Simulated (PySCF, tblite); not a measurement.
# C₅H₅F₂S radical: geometry, infrared bands and EPR parameters

Aim: predict the infrared bands and EPR parameters of C₅H₅F₂S radical (`FC[C@@H]1[CH]C=C(F)S1`).

Computed with tblite 0.8.0 and PySCF 2.14.0, with density-fitted response routines of our own, on a single molecule in the gas phase. Atoms count from 0, in the outputs and in this text.

## (1) Starting geometry

13 atoms, charge 0, multiplicity 2; geometry from: force field or distance geometry start.

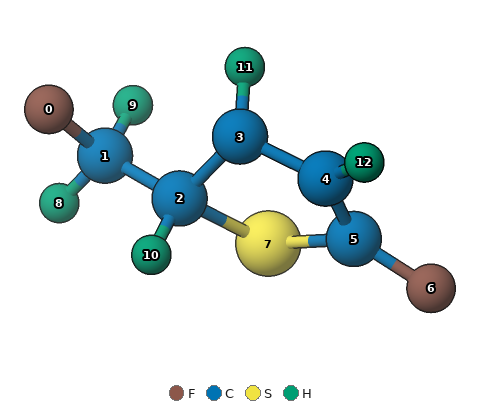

The starting geometry (fluorine brown, carbon blue, sulfur yellow, hydrogen teal), atoms numbered; sticks join atoms by distance.

## (2) Relaxing the molecule with GFN2-xTB

What the job is given:

```
{"job": {"kind": "relax", "xc": "GFN2-xTB", "basis": "xTB"}, "charge": 0, "multiplicity": 2}
F      2.471700    -0.323300     1.239800
C      1.908700     0.430900     0.187300
C      0.443000     0.429900     0.341400
C     -0.219700    -0.895200     0.290100
C     -1.648500    -0.797900     0.040200
C     -1.974400     0.235600    -0.731300
F     -3.226700     0.571200    -1.132100
S     -0.422100     1.121200    -1.129000
H      2.388400     1.423500     0.263000
H      2.184900    -0.057800    -0.774500
H      0.175300     1.034500     1.245100
H      0.316100    -1.666800    -0.294600
H     -2.401200    -1.505500     0.436800
```

Launch:

```
$ OMP_NUM_THREADS=1 python probes_run.py task.json out
```

This one command runs all jobs of the session in turn.

**Question.** This job is followed by: GFN2-xTB harmonic vibrations, gas phase; UKS B3LYP, pcH-1 on C F H S, non-relativistic, mean-field spin-orbit, GIAO. What will the session give for the following? strongest single infrared mode (GFN2-xTB); zero-point energy (GFN2-xTB); g(iso) (B3LYP); ⟨S²⟩; largest a(iso); potential on the surface of density 0.002 e/bohr³, 1st and 99th percentile.

**Answer**, as computed:

| quantity | value |
| --- | --- |
| strongest single infrared mode (GFN2-xTB) | 1059 cm⁻¹, 81 km/mol |
| zero-point energy (GFN2-xTB) | 54.3 kcal/mol |
| g(iso) (B3LYP) | 2.00456 |
| ⟨S²⟩ | 0.770 (exact 0.75) |
| largest a(iso) | 19F on F6, 88.2 MHz |
| potential on the surface of density 0.002 e/bohr³, 1st and 99th percentile | -0.83 V and 1.19 V |

**Reading.** The optimisation took 67 steps and gained 1.472 eV; among the close pairs (by a distance rule), C5–S7 changed most, from 1.831 to 1.740 Å. No mode is imaginary among the 33: a minimum at this level. The strongest single mode, at 1059 cm⁻¹, is spread over several atoms, C1, H10, H11, C2 among them. GFN2-xTB is a fitted tight-binding method: band positions and strengths are rough. Its intensities can rank the bands wrongly. The largest spin populations lie on C3 (0.59 e), C5 (0.49 e). The isotropic g lies 2.2 ppt above the free-electron value. These values are for one conformer; the search (at its own cheap level) found 2 more, at 0.00, 1.15 kcal/mol (those within 0.05 may be mirror or relabelled copies), and measured spectra average over such forms.
